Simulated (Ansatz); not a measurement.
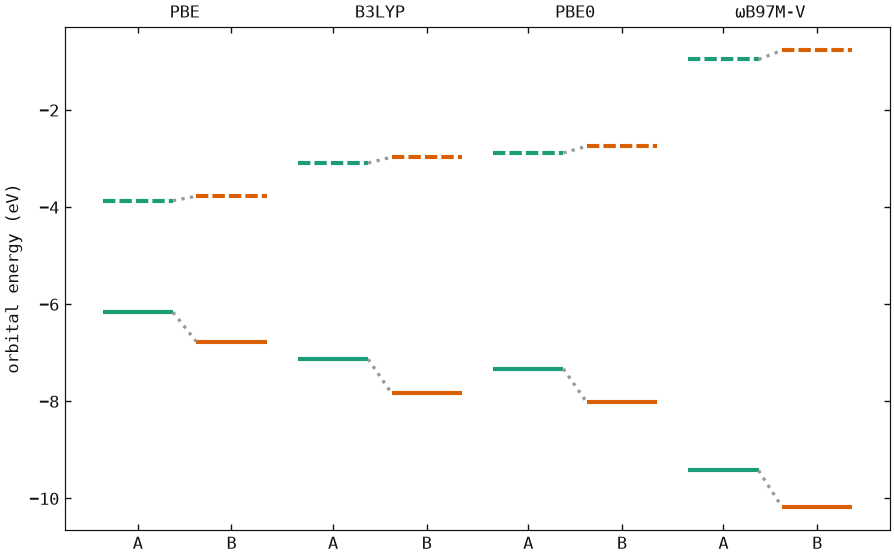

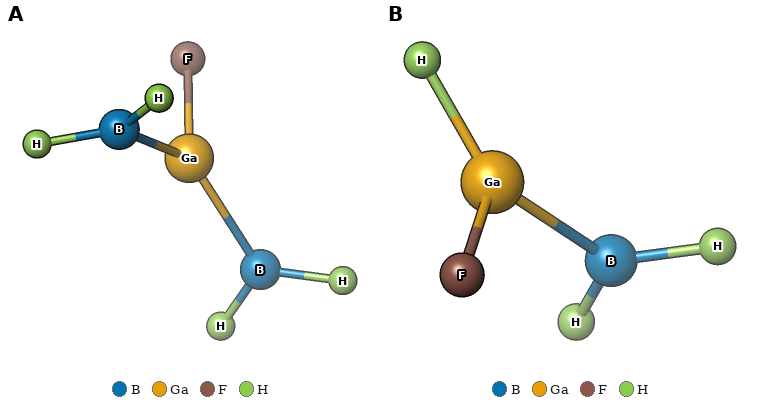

One change: A, GaB₂H₄F (SMILES [BH2][Ga]([BH2])[F]), becomes B, GaBH₃F (SMILES [BH2][GaH][F]). BH₂ on Ga is replaced by H. HOMO (solid) and LUMO (dashed) computed in def2-TZVPP at PBE0-D4/def2-TZVP geometries, both minima by their frequencies, gas phase, the Ansatz code.

**What does the change do to HOMO and LUMO?**

PBE: the HOMO falls by 0.60 eV, the LUMO rises by 0.09 eV, and the separation goes from 2.30 to 2.99 eV. B3LYP: the HOMO falls by 0.70 eV, the LUMO rises by 0.12 eV, and the separation goes from 4.04 to 4.86 eV. PBE0: the HOMO falls by 0.69 eV, the LUMO rises by 0.14 eV, and the separation goes from 4.45 to 5.28 eV. ωB97M-V: the HOMO falls by 0.75 eV, the LUMO rises by 0.19 eV, and the separation goes from 8.47 to 9.41 eV.

**Do the functionals agree on the effect?**

They agree on the direction for both levels; the HOMO shift lies between −0.75 and −0.60 eV and the LUMO shift between 0.09 and 0.19 eV, while the separations themselves differ by up to 6.4 eV between functionals.
